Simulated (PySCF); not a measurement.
NaS (charge +1, triplet)

```xyz
2

Na    0.0000    0.0000   -1.6846
S     0.0000    0.0000    1.2114
```

All numbers below come from PySCF, PBE0/jorge-DZP-DKH, spin-free X2C-1e, Gaussian nucleus, at a bond length of 2.896 Å.

What can the converged electron density, electron localisation function and spin density tell about the bonding?

Answer. Na–S (2.90 Å): ρ at the midpoint is about 0.15 e/Å³; the ELF peaks at about 0.95 in the valence shell of S, 1.0 Å from its nucleus, and falls to about 0 next to Na: an ionic contact with no shared pair.
The unpaired spin (2 electrons) lies mostly on S2 (about 2.0), in electrons by Hirshfeld's partition.

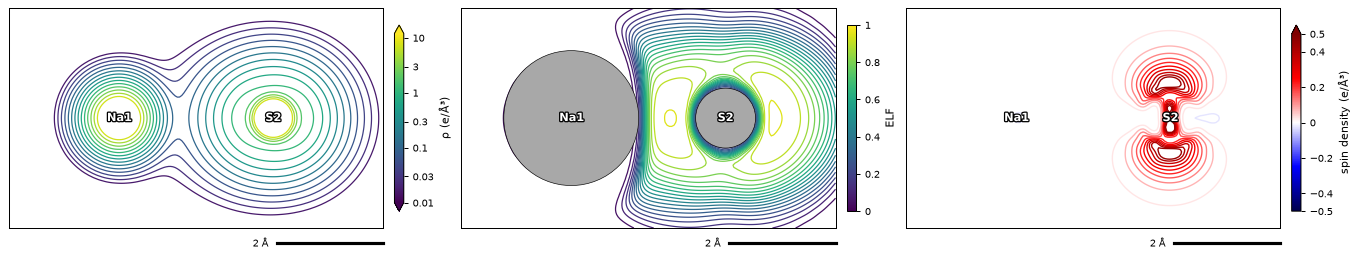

Computed electron density, electron localisation function and spin density on a plane that holds the molecular axis, in this order. Grey discs cover the atomic cores in the ELF map. 
